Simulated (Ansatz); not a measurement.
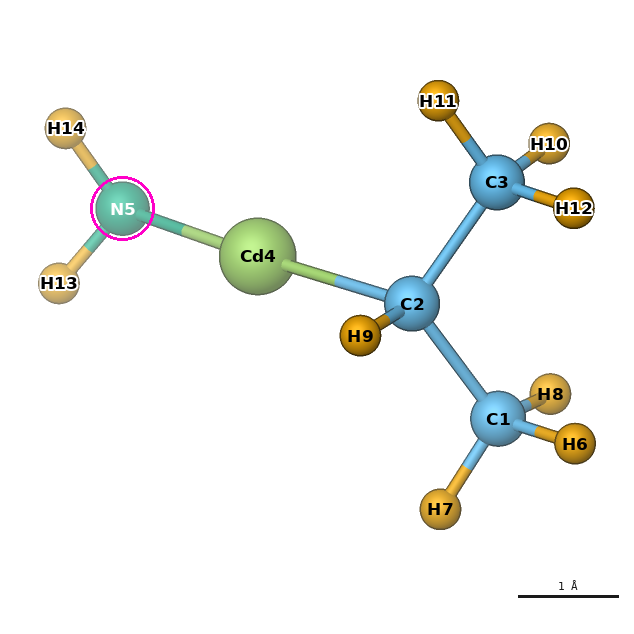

Orthographic view. Distant atoms are faded towards the background colour. Computed geometry: PBE0-D4/def2-TZVP optimisation. No frequency run is at hand to confirm it as a minimum.

**Which atoms are bonded to the circled atom?**

The circled atom is N5; it is bonded to Cd4, H13, H14.

**Of Cd4 and N5, which is nearer the viewer?**

Cd4; the bond to N5 points away from the viewer, so it looks shorter than its 2.02 Å.

**What is the shortest path along bonds from the circled atom to H10?**

N5–Cd4–C2–C3–H10, 4 bonds; through space the two are 4.88 Å apart.
